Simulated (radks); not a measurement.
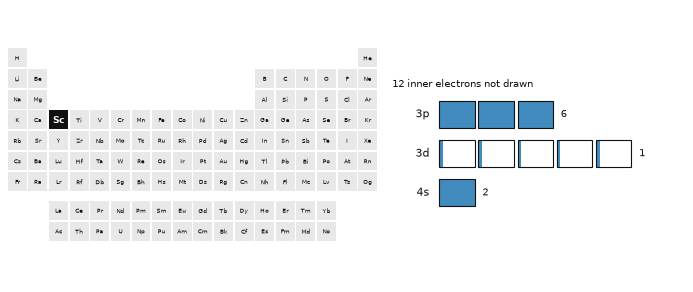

Figure 1. Left, the place of scandium in the periodic table; right, the outer shells as the input fills them: a box for each of the 2l + 1 orbitals, shaded by the share of the shell that is filled, with the electron count at the right.

Sc: atomic calculation

- system: Sc, configuration [Ar] 3d1 4s2.
- method: scalar-relativistic Kohn-Sham, SCAN, spin-polarised, spherical densities, finite nucleus (radks)

## Outcome

```tsv
quantity	value
outcome	not converged
total energy	−764.348691 hartree
kinetic energy	770.178984 hartree
electron–nucleus energy	−1815.2953 hartree
Hartree energy	319.938225 hartree
exchange–correlation energy	−39.170596 hartree
SCF iterations	91
hardware	1 thread of Intel Xeon, 163 GiB of memory available, shared host
wall time	0.69 s
```

## What went wrong

A numerical setting was moved from its usual value: mixing history nhist = 20. The run did not meet its convergence test in 91 iterations, so its last values are not results.

## Input file
```
Z 21
configuration [Ar] 3d1 4s2
relativity scalar-relativistic
functional scan,scan
spin polarised
nucleus finite rms 3.5459 fm
c 137.035999084
history 20
max_iterations 91
```

Energies in input and log are in hartree, lengths in bohr (the nuclear radius in fm).

Launched within a batch (the task file carries these settings):
```bash
python <driver script> task.json out
```

## The program's output
```
1s      1   1.0000        -162.30568596
2s      1   1.0000         -17.70551310
2p      1   3.0000         -14.45243660
3s      1   1.0000          -2.11829306
3p      1   3.0000          -1.29320132
3d      1   1.0000          -0.12403191
4s      1   1.0000          -0.16475903
1s      2   1.0000        -162.30605947
2s      2   1.0000         -17.69504796
2p      2   3.0000         -14.44458374
3s      2   1.0000          -2.07995161
3p      2   3.0000          -1.25522165
3d      2   0.0000          -0.25300595
4s      2   1.0000          -0.15099467
Etot -764.3486914044647
Ekin 770.178983756414
Encl -1815.2953047450953
Eh 319.938225221387
Exc -39.170595637170464
err 0.008653620881819087
it 91
```
